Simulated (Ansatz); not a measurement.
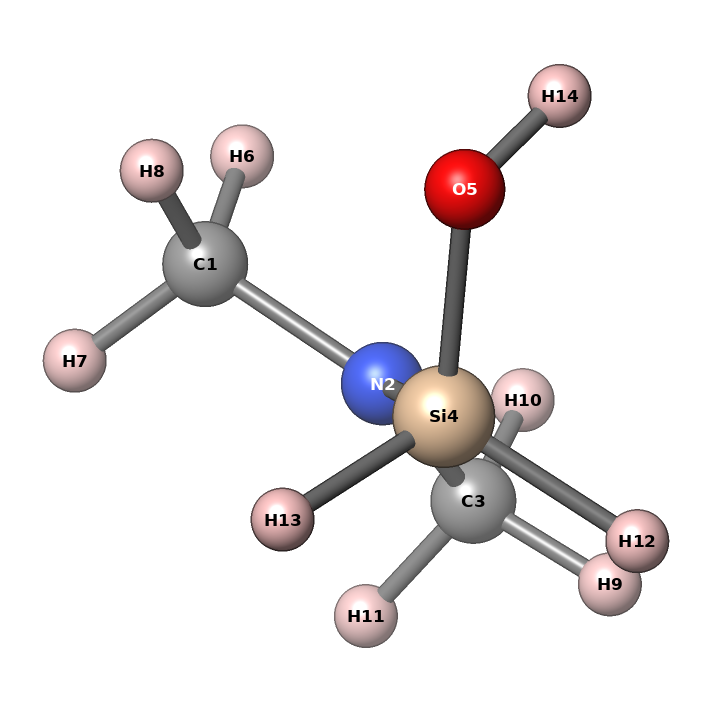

N2 lies behind Si4. The molecule seen a little off the Si4–N2 bond, Si4 in front. Depth is shown by fading: the farther an atom, the more it takes the colour of the background. Computed geometry: PBE-D4/def2-SVP optimisation. No frequency run is at hand to confirm it as a minimum.

> What is the torsion angle O5–Si4–N2–C1? The sign is positive where the front bond must turn clockwise to cover the back bond.

−55°, synclinal (gauche).
